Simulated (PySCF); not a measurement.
# C$_{4}$H$_{4}$F$_{2}$O, SMILES `O=CCC=C(F)F`: electronic structure

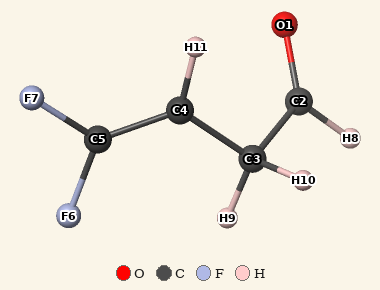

The molecule, with its atoms numbered as below. No frequency check shows the geometry to be a minimum.

Geometry (Å), atoms numbered from 1:

```
O1       2.4517    0.8776   -0.4995
C2       2.2643   -0.2353   -0.1071
C3       0.9919   -0.7494    0.5219
C4      -0.0917    0.2790    0.5390
C5      -1.2935    0.0780    0.0402
F6      -1.7212   -1.0596   -0.5025
F7      -2.2736    0.9714    0.0276
H8       3.0506   -1.0129   -0.1678
H9       0.6760   -1.6479   -0.0126
H10      1.2454   -1.0499    1.5444
H11      0.1426    1.2505    0.9424
```

Part 1: Bonding charge

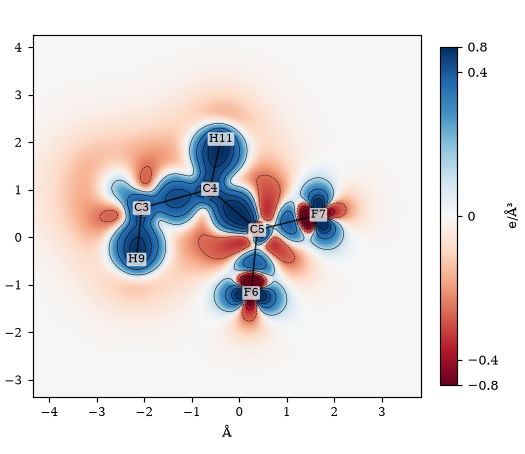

Deformation density (molecule less spherical, spin-averaged free atoms) in the plane of C3, C4, C5, F6, F7, H9 and H11; colour scale in e/Å³, logarithmic beyond ±0.1; blue: gain, red: loss.

Level of theory: ωB97X/def2-TZVP (PySCF), at a geometry from GFN2-xTB.

**How much density has each bond in this plane gained at its critical point, relative to the free atoms?**

C4–H11: +0.78 e/Å³ at the bond critical point (bond length 1.08 Å, Mayer order 0.9). C4–C5: +0.75 e/Å³ at the bond critical point (bond length 1.32 Å, Mayer order 1.9). C3–H9: +0.73 e/Å³ at the bond critical point (bond length 1.09 Å, Mayer order 1.0). C3–C4: +0.52 e/Å³ at the bond critical point (bond length 1.49 Å, Mayer order 0.9). C5–F7: +0.11 e/Å³ at the bond critical point (bond length 1.33 Å, Mayer order 1.1); up to 0.6 Å beside the axis the gain reaches +0.36 e/Å³. C5–F6: +0.09 e/Å³ at the bond critical point (bond length 1.33 Å, Mayer order 1.1); up to 0.6 Å beside the axis the gain reaches +0.35 e/Å³. In all, 2.7 electrons gather in the regions of gain relative to the promolecule. A small or negative value marks a very polar bond, one between electron-rich atoms, whose free-atom densities already overlap strongly, a long bond to a heavier atom, or a closed-shell contact such as a hydrogen bond.

Part 2: Bond critical points

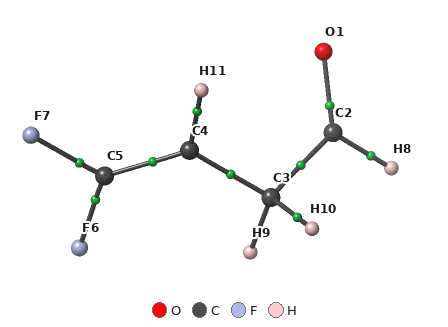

Molecular graph of the electron density (QTAIM): bond paths, bond critical points (green), ring points (magenta, if any); weak paths are dashed.

**How many critical points of each kind are there, and does the count close?**

11 nuclei, 10 bond, 0 ring and 0 cage critical points: 11 − 10 + 0 − 0 = 1, as the Poincaré–Hopf relation requires.

**What does the calculation give at each kind of bond critical point?**

| bond | length (Å) | ρ (a.u.) | ∇²ρ (a.u.) | ε | H (a.u.) |
| --- | --- | --- | --- | --- | --- |
| O1–C2 | 1.195 | 0.434 | +0.11 | 0.08 | −0.787 |
| C4–C5 | 1.317 | 0.358 | −1.11 | 0.57 | −0.470 |
| C4–H11 | 1.078 | 0.287 | −1.03 | 0.02 | −0.296 |
| C5–F7 | 1.326 | 0.285 | −0.19 | 0.17 | −0.450 |
| C2–H8 | 1.108 | 0.281 | −1.00 | 0.01 | −0.280 |
| C5–F6 | 1.331 | 0.281 | −0.19 | 0.16 | −0.441 |
| C3–H9 | 1.092 | 0.278 | −0.96 | 0.02 | −0.280 |
| C3–H10 | 1.095 | 0.275 | −0.93 | 0.02 | −0.275 |
| C2–C3 | 1.510 | 0.263 | −0.70 | 0.06 | −0.237 |
| C3–C4 | 1.494 | 0.259 | −0.68 | 0.03 | −0.235 |

**What kind of interaction is C3–H10?**

Shared-shell (covalent): ρ = 0.275, ∇²ρ = −0.93, H = −0.275 a.u.

Part 3: Electrostatic potential

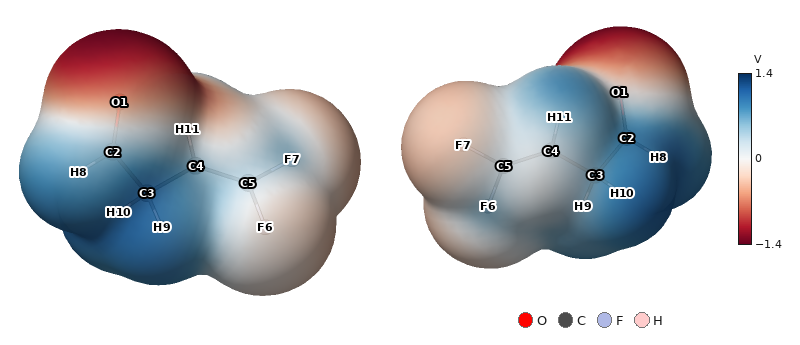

Electrostatic potential on the surface of electron density 0.001 a.u. (back view left, front view right).

**Where are the extremes of the potential on the surface?**

Highest: 1.14 V, near H10 (1.70 Å) and H8 (1.78 Å). Further maxima include 0.82 V, 1.3 Å from H11; 0.56 V, off the C5–F6 bond (1.8 to 1.9 Å from its atoms). Lowest: −1.33 V, 1.8 Å from O1. Further minima include −0.42 V, 1.6 Å from F7; −0.37 V, 1.6 Å from F6. The surface is sampled at points, so like sites can differ by a few per cent and only the strongest of them is named.

**What volume does the surface enclose, and what is the dipole moment?**

About 116 Å³; the dipole moment is 2.7 D.

Part 4: Excited states

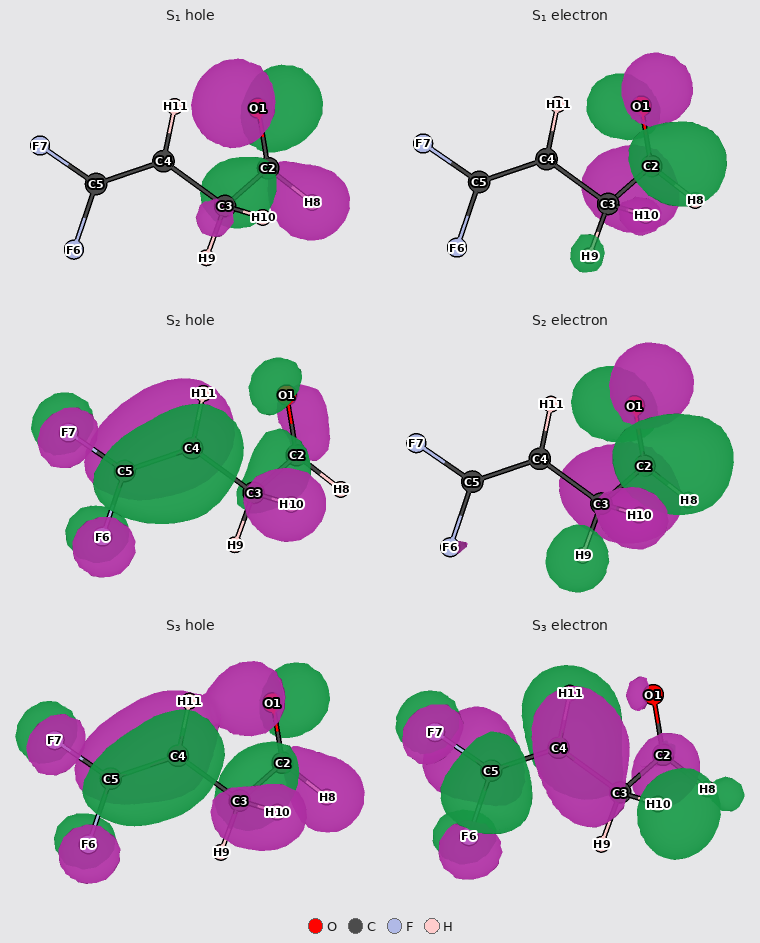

Leading natural transition orbitals (full linear response singlet states).

PySCF calculation, ωB97X/def2-SVP, gas phase; geometry: GFN2-xTB. Without diffuse functions Rydberg states are missing, so the states' numbers hold for this basis only.

**Describe these excited states.**

By state:
- S₁: 4.49 eV (276 nm), f = 0.000 (very weak); the leading pair carries 100 %; hole on O1 (63 %), C2 (14 %) and C3 (10 %), electron on C2 (47 %), O1 (35 %) and C3 (6 %); their centroids lie 0.4 Å apart.
- S₂: 7.18 eV (173 nm), f = 0.012, charge transfer; the leading pair carries 100 %; hole on C4 (37 %), C5 (28 %) and F6 and F7 (8 % each), electron on C2 (45 %), O1 (34 %) and C3 (7 %); their centroids lie 2.6 Å apart.
- S₃: 8.06 eV (154 nm), f = 0.422 (bright); the leading pair carries 95 %; hole on C4 (26 %), C5 (19 %) and O1 (15 %), electron on C5 (34 %), C4 (27 %) and F6 and F7 (7 % each); their centroids lie 0.6 Å apart.

Part 5: Removing or adding an electron

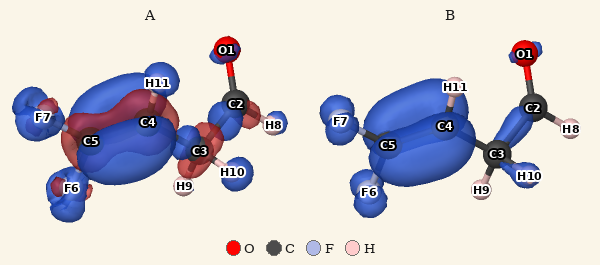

The Fukui function f⁻ from two separate SCF calculations and the density of the HOMO, at ±0.04 e/Å³ (blue positive, red negative).

PySCF calculation, HF/def2-SVPD, gas phase; geometry: GFN2-xTB.

**Which panel is which, and how good is the frozen-orbital picture?**

A is f⁻ (it has negative regions), B the HOMO density. The HOMO lies on C4 (37 %), C5 (31 %) and F6 and F7 (7 % each); f⁻ (Hirshfeld-condensed) is largest on C4 (0.26) and C5 (0.23); the vertical ionisation energy is 9.23 eV (the stability of the cation's solution wasn't checked). Relaxation shifts 23 % of the electron between atoms. The orbital energy is −10.63 eV.

Part 6: Localised orbitals

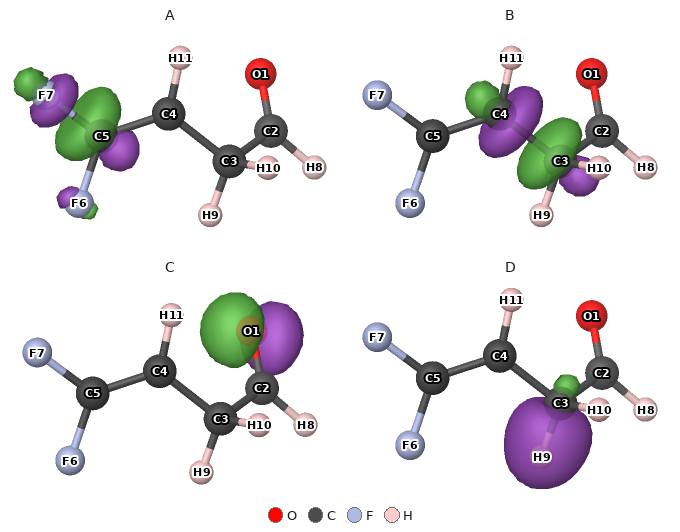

Intrinsic bond orbitals (IBO), occupied and valence-virtual; each surface holds about 70 % of the orbital's density. Energies are diagonal elements of the Fock matrix.

Level of theory: B3LYP/def2-SVPD (PySCF), at a geometry from GFN2-xTB.

**Name the orbitals, with their atomic make-up and energies.**

By panel:
- A: σ* orbital C5–F7, mostly on C5 (C5 67 %, F7 30 %; 6.6 eV)
- B: σ* orbital C3–C4 (C3 50 %, C4 49 %; 10.2 eV)
- C: lone pair on O1 (p-type) (O1 93 %, C2 3 %; −9.1 eV)
- D: σ bond C3–H9 (C3 57 %, H9 41 %; −14.1 eV)

**Which has the smallest and which the largest spatial spread?**

Smallest: D (0.87 Å); largest: B (1.00 Å).

**How do all the valence pairs divide up?**

20 pairs: 10 σ bonds, 8 lone pairs and 2 two-centre π bonds.
